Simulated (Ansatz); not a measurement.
```xyz
6
Lattice="4.3990 0.0000 0.0000 -2.1995 3.8096 0.0000 0.0000 0.0000 10.7576" Properties=species:S:1:pos:R:3 pbc="T T T"
Cd    0.0000    0.0000    0.0159
Cd    2.1995    1.2699    3.5826
Hg    0.0000    2.5398    7.1659
Se    2.1995    1.2699    0.8942
Se    0.0000    2.5398    4.4585
Se    0.0000    0.0000    8.0874
```

Space group P3m1; a structure generated by program, which may or may not match a known phase.

These are results of DFT PBE, scalar-relativistic, plane waves, PAW in Ansatz 0.2.0, not measurements.

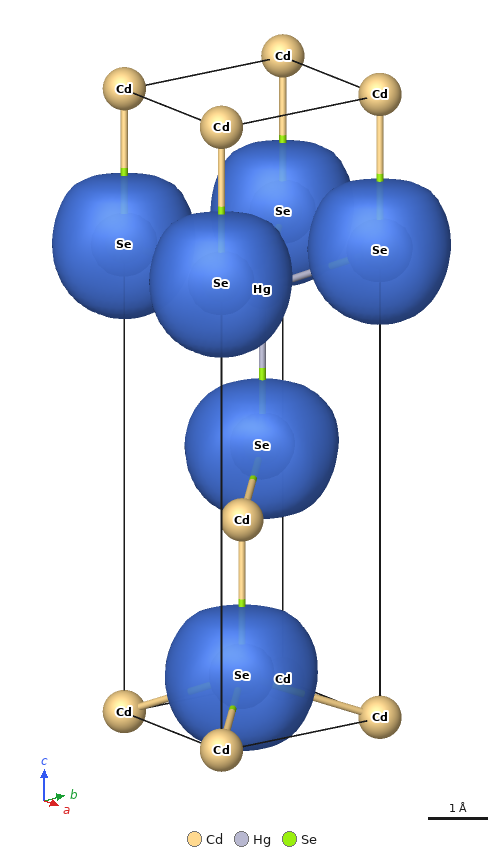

Cd2HgSe3. Isosurface of the ELF at 0.65 (blue), seen slightly off an axis. Core shells and regions of very low density are left out. Sticks mark near contacts.

In a PAW calculation such maps are meaningful between the atoms, not at the nuclei.

### Identify the bonds, lone pairs and shells in this picture.

At this value the surface marks out three regions wrapped around Se (the valence shell of each), counted in one cell of 6 atoms. Any copies at cell faces, edges or corners count once. Along the contacts the grid gives the following. Cd–Se (2.69 Å): the ELF is about 0.40 at the midpoint and 0.15 at its lowest between the atoms. Hg–Se (2.70 Å): the ELF is about 0.35 at the midpoint and 0.20 at its lowest between the atoms.
